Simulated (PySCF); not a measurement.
The calculation's input:

```
{"job": {"kind": "nmr", "xc": "PBE0", "basis": "pcSseg-1"}, "charge": 0, "multiplicity": 1}
C      3.889843     0.099363    -0.619411
C      2.790885    -0.331372    -0.424351
C      1.450469    -0.815696    -0.163279
C      0.844657    -0.074091     1.026883
S     -0.860677    -0.617783     1.384322
C     -1.868047     0.194678     0.169535
C     -1.395968     1.054669    -0.742473
B     -3.382915    -0.180732     0.269459
Cl    -4.526415     0.544670    -0.787514
Cl    -3.934318    -1.314976     1.431774
H      4.859437     0.454088    -0.803721
H      0.834983    -0.672840    -1.055811
H      1.486049    -1.886112     0.055386
H      1.398047    -0.301884     1.938074
H      0.845406     1.005682     0.882602
H     -2.075170     1.513296    -1.440460
H     -0.363262     1.341070    -0.832003
```

Command:

```sh
OMP_NUM_THREADS=1 python probes_run.py task.json out
```

Geometry: GFN2-xTB.

All numbers below come from PBE0/pcSseg-1, SCF density, gas phase, non-relativistic in PySCF 2.14.0.

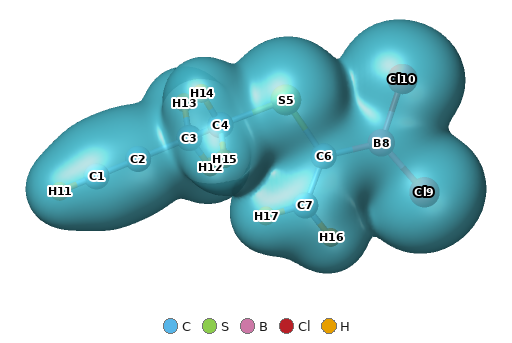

C$_{6}$H$_{7}$BCl$_{2}$S (SMILES C#CCCSC(=C)B(Cl)Cl). Isosurface of the electron density at 0.05 e/Å³ (cyan), seen across its widest extent.

> What does this surface tell about the bonding?

At this value the surface is in one piece. It bridges the sampled C–C (1.20 Å), C–B (1.56 Å), B–Cl (1.72 Å) and C–S (1.77 Å) contacts, where the density stays above the isovalue. On the grid the lowest density along these lines, outside the cores, is 2.8 e/Å³ (C–C, 1.20 Å), 1.3 e/Å³ (C–B, 1.56 Å), 1.1 e/Å³ (B–Cl, 1.72 Å) and 1.3 e/Å³ (C–S, 1.77 Å).
